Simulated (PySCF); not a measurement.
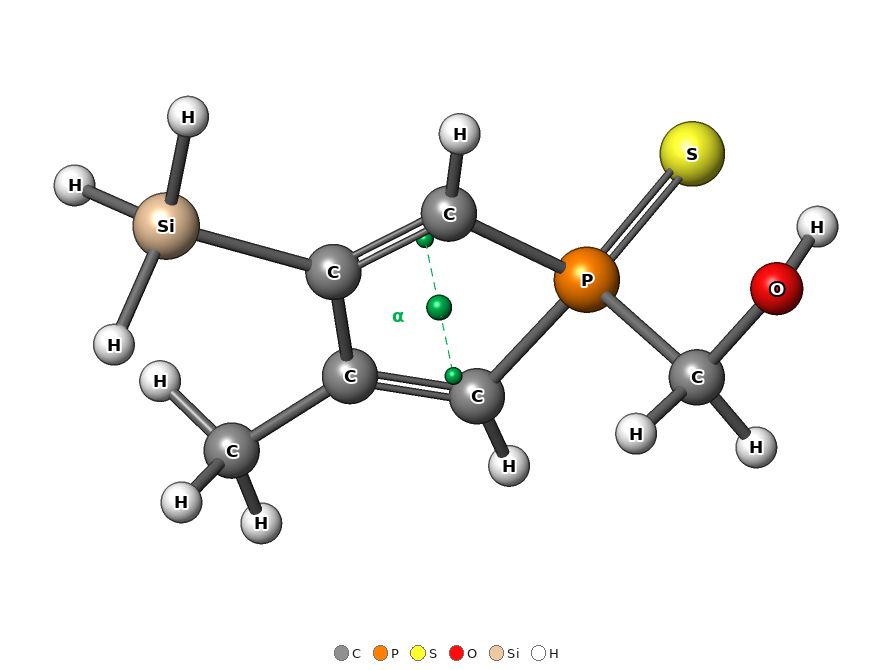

The small points mark where nucleus-independent chemical shifts (NICS) were computed: at the centre of each lettered ring and 1 Å above and below it. Computed geometry: GFN2-xTB optimisation. No frequency run is at hand to confirm it as a minimum. Level of theory: GIAO PBE0/pcSseg-1 NMR shielding, non-relativistic, gas phase (PySCF 2.14.0).

Give NICS(0), NICS(1) and the out-of-plane component NICS(1)zz for each ring (means of the two sides).

```json
{"ring": "α", "members": "C4P", "NICS(0)": "0.4", "NICS(1)": "−3.0", "NICS(1)zz": "−0.5"}
```

Values in ppm.

**What do the values say about the ring currents?**

Ring α: weak, as in a non-aromatic ring. NICS is one index among several.

The geometry is semi-empirical. Around P, Si such bond lengths and angles can be off by a tenth of an ångström or more and by several degrees, and values that hang on the shape move with them.
